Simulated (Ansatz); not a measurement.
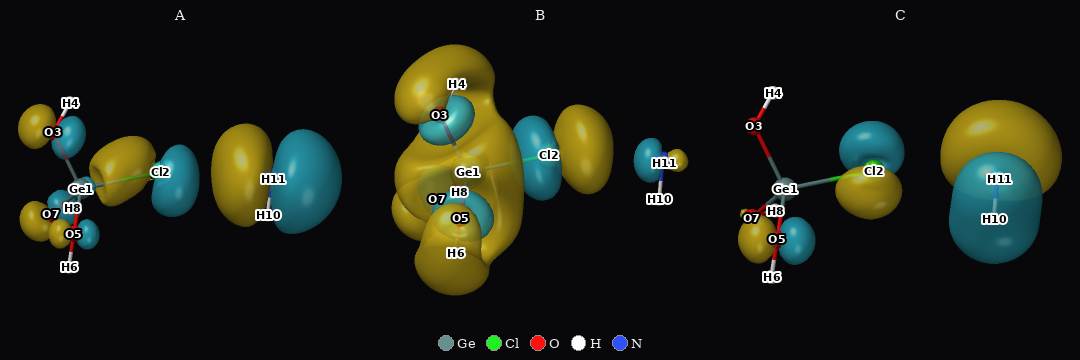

Figure. ClGeH3O3···NH2 (doublet). Three frontier orbitals at ±0.06 Å⁻³ᐟ² (yellow and cyan are the two phases), in no order.

Level of theory: UKS PBE/def2-SVP (Ansatz 0.2.0).

```xyz
11

Ge   -0.0485   -0.1090   -0.0785
Cl    0.2891   -0.4654    2.0769
O     1.5257   -0.0462   -0.8855
H     2.1805   -0.5826   -0.3961
O    -0.8087    1.4416   -0.4568
H    -1.7735    1.3121   -0.5368
O    -1.1473   -1.3963   -0.6376
H    -1.1895   -2.1161    0.0244
N     0.2294   -0.2501    4.9993
H    -0.8151   -0.1991    4.9401
H     0.4652    0.7626    4.8773
```

> Order the three orbitals by energy and name them. All are α orbitals.

C is the HOMO−1 (α) (−7.15 eV). It lies mainly on N9 (about 80 %), H10 (about 10 %) and H11 (about 10 %); largely a lone pair of N9. A is the HOMO (α) (−6.65 eV). Its weight (Hirshfeld) is mainly on N9 (about 80 %) and Cl2 (about 5 %); largely a lone pair of N9. B is the LUMO (α) (−1.74 eV). By Hirshfeld shares it lies mainly on Ge1 (about 30 %), Cl2 (about 20 %), O3 (about 10 %), O7 (about 10 %) and O5 (about 10 %).

> What is the gap between the highest occupied and lowest empty α orbitals?

4.91 eV between the orbital energies.
